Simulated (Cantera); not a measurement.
Feed: 1 mol Si, 2.6 mol H2, 1 mol Cl2, equilibrated at 852 °C.

These are equilibrium values from Cantera (NASA tables, ideal gas, pure condensed phases), not measurements of a reactor. Candidate condensed phases: Si; 19 gas species. The tables' values for SiCl3 are old estimates; treat these amounts as uncertain. Gases not in the tables: Si2H6 and higher silanes. Kinetics and transport are ignored.

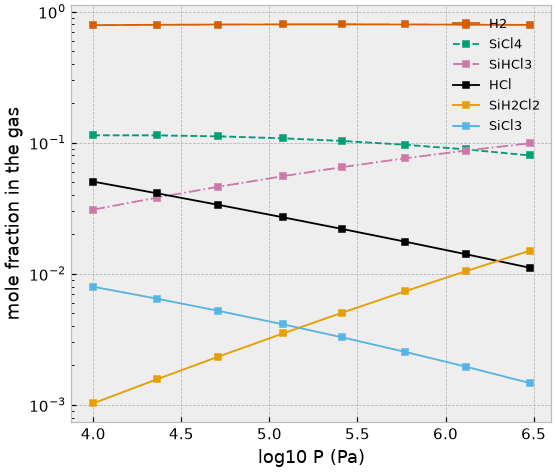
Equilibrium gas composition (values under 1e-9 drawn at 1e-9)

From 75.0 Torr to 22500 Torr the condensed part is Si(s). The main Si-bearing gas is SiCl4 at 75.0 Torr and SiHCl3 at 22500 Torr. The share of Si in condensed phases is highest at 75.0 Torr (49.7 %) and lowest at 22500 Torr (40.8 %).
